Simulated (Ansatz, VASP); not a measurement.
# GaP: VASP beside Ansatz, part 2 of 2

Aim: how closely do two programs agree when they are given the same cell, functional and k mesh? The cell is taken from a series of VASP runs on this material, whose earlier steps may have relaxed, scaled or displaced it; both programs get it as it stands. Valence electrons are named where the data sets of a main pair hold unlike numbers.

VASP 6.6.1 and Ansatz 0.2.0.

So far: The structure; VASP: band structure, r2SCAN-EpsX with an exact-exchange share of 0.093; Ansatz: band structure, r2SCAN-EpsX with an exact-exchange share of 0.093.

## Step 4: Differences

Known differences besides the potentials themselves: exact exchange at q = 0 is treated differently, which shows on coarse meshes; VASP keeps PBE cores, Ansatz makes them for the functional; the cutoff is 500 eV in Ansatz and 350 eV in VASP; VASP takes a coarser grid for exact exchange (PRECFOCK = Fast). Total energies have different zeros and are not compared.

The two programs side by side:

| quantity | Ansatz | VASP | difference |
| --- | --- | --- | --- |
| gap over the path points (eV) | 2.295 | 2.308 | -0.013 |

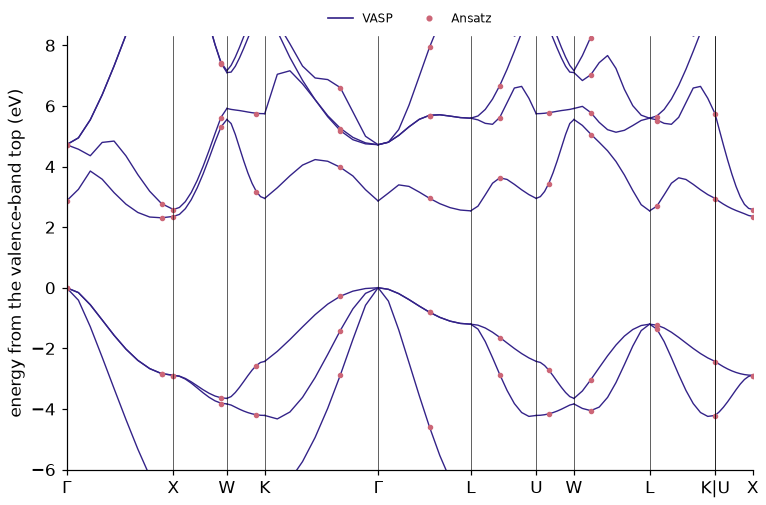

Bands from VASP (lines) and levels from Ansatz (dots). Dots without a line are higher empty bands that the VASP plot leaves out.

Levels at points of the path, from each program's valence-band top (eV; 3 filled, then empty):

| k (reciprocal lattice) | Ansatz | VASP |
| --- | --- | --- |
| 0.000 0.000 0.000 | 0.00 0.00 0.00 2.88 4.70 4.70 | 0.00 0.00 0.00 2.86 4.72 4.72 |
| 0.444 0.000 0.444 | -6.91 -2.84 -2.84 2.29 2.76 11.46 | -6.90 -2.83 -2.83 2.31 2.77 11.50 |
| 0.500 0.000 0.500 | -7.19 -2.90 -2.90 2.34 2.56 12.02 | -7.19 -2.89 -2.89 2.35 2.58 12.05 |
| 0.500 0.222 0.722 | -6.96 -3.82 -3.64 5.29 5.61 7.39 | -6.96 -3.81 -3.63 5.31 5.62 7.42 |
| 0.403 0.347 0.750 | -6.96 -4.20 -2.57 3.16 5.74 8.89 | -6.95 -4.19 -2.57 3.18 5.76 8.92 |
| 0.125 0.125 0.250 | -2.89 -1.42 -0.28 3.97 5.17 5.24 | -2.88 -1.41 -0.28 3.97 5.18 5.26 |
| 0.278 0.278 0.278 | -4.61 -0.81 -0.81 2.95 5.67 5.67 | -4.60 -0.81 -0.81 2.95 5.69 5.69 |
| 0.556 0.389 0.556 | -6.92 -2.88 -1.65 3.62 5.61 6.65 | -6.91 -2.87 -1.64 3.63 5.62 6.67 |
| 0.583 0.250 0.667 | -6.96 -4.17 -2.73 3.43 5.76 8.55 | -6.95 -4.16 -2.72 3.44 5.78 8.58 |
| 0.500 0.306 0.694 | -6.85 -4.07 -3.05 5.06 5.77 7.01 | -6.85 -4.05 -3.04 5.07 5.78 7.03 |

Among the levels compared at these points, filled levels agree within 12 meV and empty ones within 40 meV.

## Step 5: VASP: band structure, HSE06, spin-orbit coupling

The same path points are solved in both programs, so levels can be compared one by one.

The run reads the wave functions of an earlier VASP run, which isn't shown here.

INCAR reads:

```
SYSTEM = GaP
PREC = Accurate
ENCUT = 350
EDIFF = 1E-06
NELM = 100
ISMEAR = 0
SIGMA = 0.03
LREAL = .FALSE.
ALGO = Normal
LHFCALC = .TRUE.
AEXX = 0.25
GGA = PE
HFSCREEN = 0.2
LASPH = .TRUE.
LNONCOLLINEAR = .TRUE.
MAGMOM = 0 0 0 0 0 0
NBANDS = 30
GGA_COMPAT = .FALSE.
LSORBIT = .TRUE.
PRECFOCK = Fast
LORBIT = 11
LWAVE = .FALSE.
LCHARG = .FALSE.
KPAR = 4
```

POSCAR reads:

```
GaP
1.0
    0.0000000000      2.7252500000      2.7252500000
    2.7252500000      0.0000000000      2.7252500000
    2.7252500000      2.7252500000      0.0000000000
Ga P
1 1
Direct
    0.0000000000      0.0000000000      0.0000000000
    0.7500000000      0.7500000000      0.7500000000
```

KPOINTS reads:

```
Automatic mesh
0
Gamma
5 5 5
0 0 0
```

KPOINTS_OPT reads:

```
Line mode
10
Line-mode
Reciprocal
  0.00000000   0.00000000   0.00000000 GAMMA
  0.50000000   0.00000000   0.50000000 X

  0.50000000   0.00000000   0.50000000 X
  0.50000000   0.25000000   0.75000000 W

  0.50000000   0.25000000   0.75000000 W
  0.37500000   0.37500000   0.75000000 K

  0.37500000   0.37500000   0.75000000 K
  0.00000000   0.00000000   0.00000000 GAMMA

  0.00000000   0.00000000   0.00000000 GAMMA
  0.50000000   0.50000000   0.50000000 L

  0.50000000   0.50000000   0.50000000 L
  0.62500000   0.25000000   0.62500000 U

  0.62500000   0.25000000   0.62500000 U
  0.50000000   0.25000000   0.75000000 W

  0.50000000   0.25000000   0.75000000 W
  0.50000000   0.50000000   0.50000000 L

  0.50000000   0.50000000   0.50000000 L
  0.37500000   0.37500000   0.75000000 K

  0.62500000   0.25000000   0.62500000 U
  0.50000000   0.00000000   0.50000000 X
```

PAW data sets: Ga_d and P (PBE family, release 64).

On the command line:

```console
$ mpirun -np 4 vasp_ncl
```

Numbers of over 12 decimals in the logs are rounded to 6 here.

The program printed:

```text
[banner, memory and clock lines left out]
running    4 mpi-ranks, on    1 nodes
[...]
LDA part: xc-table for (Slater+PW92), standard interpolation
 found WAVECAR, reading the header
 POSCAR, INCAR and KPOINTS ok, starting setup
[...]
reading WAVECAR
 the WAVECAR file was read successfully
 initial charge from wavefunction
 entering main loop
       N       E                     dE             d eps       ncg     rms          rms(c)
DAV:   1    -0.107981703781E+02   -0.10798E+02   -0.11914E+00  1272   0.216E+01    0.242E+00
DAV:   2    -0.107917967959E+02    0.63736E-02   -0.10589E-01  1156   0.446E+00    0.180E+00
DAV:   3    -0.107870600904E+02    0.47367E-02   -0.10159E-02  1194   0.166E+00    0.111E+00
DAV:   4    -0.107861881090E+02    0.87198E-03   -0.27618E-03  1086   0.583E-01    0.659E-01
[...]
DAV:   8    -0.107859084447E+02    0.82729E-05   -0.36149E-06   904   0.140E-02    0.666E-02
DAV:   9    -0.107859057575E+02    0.26872E-05   -0.13832E-06   864   0.882E-03    0.350E-02
DAV:  10    -0.107859048435E+02    0.91396E-06   -0.45037E-07   684   0.560E-03
   1 F= -.10785905E+02 E0= -.10785905E+02  d E =-.473493E-23  mag=     0.0000    -0.0000    -0.0000
 Start KPOINTS_OPT (optional k-point list driver)
k-point batch [1-14\100]
       N       E                     dE             ncg
DAV:   1     0.473864337296E+02   -0.44676E+04      928
DAV:   2    -0.167446135769E+04   -0.17218E+04      854
DAV:   3    -0.189355289286E+04   -0.21909E+03     1034
DAV:   4    -0.190200015193E+04   -0.84473E+01     1052
DAV:   5    -0.190218534750E+04   -0.18520E+00     1162
DAV:   6    -0.190219301820E+04   -0.76707E-02     1274
DAV:   7    -0.190219314883E+04   -0.13063E-03     1154
DAV:   8    -0.190219315053E+04   -0.16991E-05      980
DAV:   9    -0.190219315066E+04   -0.12706E-06      828
[...]
k-point batch [99-100\100]
       N       E                     dE             ncg
DAV:   1     0.639548290465E+04   -0.10788E+04      134
DAV:   2     0.614584155977E+04   -0.24964E+03      120
DAV:   3     0.611411202932E+04   -0.31730E+02      152
DAV:   4     0.611301472256E+04   -0.10973E+01      160
DAV:   5     0.611299125544E+04   -0.23467E-01      160
DAV:   6     0.611299004215E+04   -0.12133E-02      208
DAV:   7     0.611299002729E+04   -0.14855E-04      168
DAV:   8     0.611299002712E+04   -0.17339E-06      152
```

OUTCAR, selected parts (step 5):

```text
 POSITION                                       TOTAL-FORCE (eV/Angst)
 -----------------------------------------------------------------------------------
      0.00000      0.00000      0.00000         0.000000      0.000000      0.000000
      4.08788      4.08788      4.08788        -0.000000     -0.000000     -0.000000
 -----------------------------------------------------------------------------------
    total drift:                                0.000003      0.000001      0.000002

  FREE ENERGIE OF THE ION-ELECTRON SYSTEM (eV)
  ---------------------------------------------------
  free  energy   TOTEN  =       -10.7859048435 eV

  energy  without entropy=      -10.7859048435  energy(sigma->0) =      -10.78590484

 magnetization (x)
# of ion       s       p       d       tot
------------------------------------------
    1       -0.000   0.000  -0.000   0.000
    2        0.000   0.000   0.000   0.000
--------------------------------------------------
tot         -0.000   0.000  -0.000   0.000

 magnetization (y)
# of ion       s       p       d       tot
------------------------------------------
    1        0.000   0.000   0.000   0.000
    2        0.000   0.000   0.000   0.000
--------------------------------------------------
tot          0.000   0.000   0.000   0.000

 magnetization (z)
# of ion       s       p       d       tot
------------------------------------------
    1       -0.000   0.000  -0.000   0.000
    2        0.000   0.000   0.000   0.000
--------------------------------------------------
tot         -0.000   0.000  -0.000   0.000

[... 1 part as in an earlier step ...]

[... 2 further parts left out ...]
[key lines of the parts left out:]
E-fermi :   4.4417
```

The k-mesh is coarse for exact exchange; levels may shift by about 0.1 eV on a finer one.

## Step 6: Ansatz: band structure, HSE06, spin-orbit coupling

The same cell, functional, mesh and smearing now go to Ansatz, which takes its cutoff from its data sets.

The cell is taken from a series of VASP runs on this material, whose earlier steps may have relaxed, scaled or displaced it; both programs get it as it stands.

input.yaml reads:

```yaml
crystal:
  lattice:
    - [0.0, 2.72525, 2.72525]
    - [2.72525, 0.0, 2.72525]
    - [2.72525, 2.72525, 0.0]
  atoms:
    - { symbol: Ga, position: [0.0, 0.0, 0.0] }
    - { symbol: P, position: [0.75, 0.75, 0.75] }
hamiltonian:
  xc: { exchange: pbe, correlation: pbe, exx: { coeff: 0.25, omega: 0.2 } }
  pseudopotentials: { kind: paw_fr }
magnetization:
  noncollinear: true
  spin_orbit: true
kpoints:
  mp_grid: { grid: [5, 5, 5] }
  band_path:
    path:
      - [0.0, 0.0, 0.0]
      - [0.44444, 0.0, 0.44444]
      - [0.5, 0.0, 0.5]
      - [0.5, 0.22222, 0.72222]
      - [0.40278, 0.34722, 0.75]
      - [0.125, 0.125, 0.25]
      - [0.27778, 0.27778, 0.27778]
      - [0.55556, 0.38889, 0.55556]
      - [0.58333, 0.25, 0.66667]
      - [0.5, 0.30556, 0.69444]
      - [0.48611, 0.48611, 0.52778]
      - [0.625, 0.25, 0.625]
      - [0.5, 0.0, 0.5]
    npoints: 1
scf:
  occupations: { method: gaussian, width: 0.03 }
  n_extra_bands: 14
output:
  forces: true
  stress: true
  eigenvalues: true
```

On the command line:

```console
$ ansatz run input.yaml --threads 4 --pin off --max-ram 9216MiB --backend cpu --events-out ev --progress --plain --runs-dir out
```

The program printed:

```text
[...]
non-collinear run that drives no moment, with spin-orbit: no starting moment large enough to seed its density (crystal.atoms[].spin), no starting occupations that ask for one, no magnetisation constraint and no magnetic field, so the semilocal B_xc is pinned to zero
Crystal: 2 atoms, lattice volume = 40.481 Å³
[...]
k-point 0: bands = [... 14 lower, 6.6779, 6.6779, 6.6779, 6.6779, 9.4772, 9.4772, 11.3225, 11.3225, ... 10 higher]
  k-point 1: bands = [... 14 lower, 6.0896, 6.0896, 6.1573, 6.1616, 9.8973, 9.8973, 12.1268, 12.1268, ... 10 higher]
  k-point 2: bands = [... 14 lower, 5.4802, 5.4802, 5.5549, 5.5571, 9.2719, 9.2719, 12.3067, 12.3067, ... 10 higher]
  k-point 9: bands = [... 14 lower, 2.6877, 2.7083, 3.7329, 3.7647, 11.5665, 11.5748, 12.1462, 12.1509, ... 10 higher]
[key lines of the parts left out:]
Magnetization: |M| = 0.0000 μB,  M = (+0.0000, +0.0000, +0.0000) μB
Free energy (F): -4539.934918 eV
Fermi energy:    7.813538 eV
P = ⅓ Tr σ = 0.8003 GPa (8.003 kbar)
```

The job ended after 1.8 min (4 threads of Arm Neoverse V2, shared host; peak memory 1.1 GiB; 6.6 min of CPU time).

## Step 7: Side by side

What differs besides the data sets and the points named for the pairs above, as far as they apply: spin-orbit coupling enters by fully relativistic files in Ansatz and inside the spheres in VASP; the cutoff is 420 eV in Ansatz and 350 eV in VASP. Total energies have different zeros and are not compared.

Both answers:

| quantity | Ansatz | VASP | difference |
| --- | --- | --- | --- |
| gap over the path points (eV) | 2.249 | 2.253 | -0.003 |

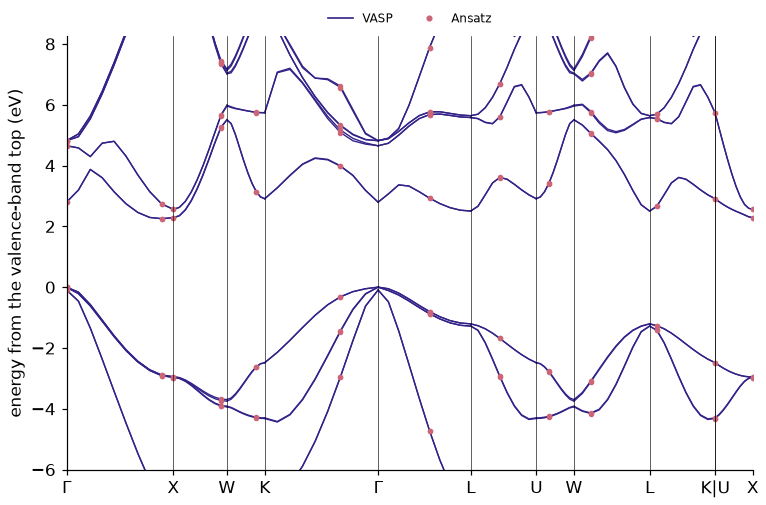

Bands from VASP (lines) and levels from Ansatz (dots). Dots without a line are higher empty bands that the VASP plot leaves out.

Levels at points of the path, from each program's valence-band top (eV; 6 filled, then empty):

| k (reciprocal lattice) | Ansatz | VASP |
| --- | --- | --- |
| 0.000 0.000 0.000 | -0.10 -0.10 0.00 0.00 0.00 0.00 2.80 2.80 4.64 4.64 4.81 4.81 | -0.09 -0.09 0.00 0.00 0.00 0.00 2.79 2.79 4.65 4.65 4.82 4.82 |
| 0.444 0.000 0.444 | -7.08 -7.08 -2.92 -2.92 -2.89 -2.89 2.25 2.25 2.74 2.74 11.44 11.44 | -7.08 -7.08 -2.91 -2.91 -2.89 -2.89 2.25 2.25 2.74 2.74 11.46 11.46 |
| 0.500 0.000 0.500 | -7.37 -7.37 -2.97 -2.97 -2.95 -2.95 2.28 2.28 2.56 2.56 11.99 11.99 | -7.37 -7.37 -2.97 -2.97 -2.95 -2.95 2.28 2.28 2.56 2.56 12.01 12.01 |
| 0.500 0.222 0.722 | -7.13 -7.12 -3.92 -3.90 -3.73 -3.68 5.24 5.26 5.64 5.66 7.33 7.37 | -7.13 -7.12 -3.91 -3.89 -3.73 -3.68 5.25 5.26 5.64 5.67 7.34 7.38 |
| 0.403 0.347 0.750 | -7.13 -7.12 -4.30 -4.28 -2.63 -2.62 3.13 3.14 5.74 5.75 8.88 8.90 | -7.13 -7.12 -4.30 -4.28 -2.63 -2.62 3.13 3.15 5.75 5.75 8.90 8.92 |
| 0.125 0.125 0.250 | -2.97 -2.96 -1.47 -1.44 -0.32 -0.32 3.98 4.00 5.08 5.17 5.31 5.32 | -2.97 -2.96 -1.47 -1.44 -0.32 -0.32 3.98 3.99 5.09 5.17 5.32 5.33 |
| 0.278 0.278 0.278 | -4.72 -4.72 -0.88 -0.88 -0.81 -0.80 2.93 2.93 5.67 5.67 5.75 5.76 | -4.72 -4.72 -0.88 -0.88 -0.81 -0.80 2.93 2.93 5.68 5.68 5.76 5.76 |
| 0.556 0.389 0.556 | -7.09 -7.09 -2.95 -2.93 -1.69 -1.69 3.61 3.61 5.59 5.60 6.68 6.68 | -7.09 -7.09 -2.94 -2.93 -1.69 -1.68 3.61 3.61 5.60 5.61 6.69 6.70 |
| 0.583 0.250 0.667 | -7.13 -7.11 -4.27 -4.25 -2.79 -2.77 3.40 3.41 5.76 5.77 8.54 8.57 | -7.12 -7.11 -4.27 -4.25 -2.79 -2.77 3.40 3.42 5.77 5.77 8.56 8.59 |
| 0.500 0.306 0.694 | -7.02 -7.01 -4.16 -4.14 -3.12 -3.09 5.05 5.06 5.74 5.78 7.00 7.03 | -7.02 -7.01 -4.16 -4.14 -3.12 -3.09 5.05 5.06 5.74 5.78 7.01 7.04 |

Among the levels compared at these points, filled levels agree within 6 meV and empty ones within 22 meV.

## Step 8: Outcome

| Item | Value |
| --- | --- |
| largest difference of a filled level at the path points (band structure, r2SCAN-EpsX with an exact-exchange share of 0.093) | 12 meV |
| largest difference of a filled level at the path points (band structure, HSE06, spin-orbit coupling) | 5.9 meV |

**Reading.** The largest difference of a filled level at the path points is 12 meV (band structure, r2SCAN-EpsX with an exact-exchange share of 0.093), within the 80 meV picked in this series as the mark of a large difference. Such differences can come from data sets, numerical settings and the points named under the comparisons, not from the functional's error against experiment.

[Lines on the potential files, build, host, timing and source positions are cut from VASP's logs without a mark.]

[Logs are printed without paths, hosts, clocks, repeated set-up lines and the standing remarks that a program may print on its own settings, such as how far it seeks lower states.]

[Hosts, paths, dates, database ids (printed as entryN), source tags and the programs' standing remarks are cut or masked in the printed files.]
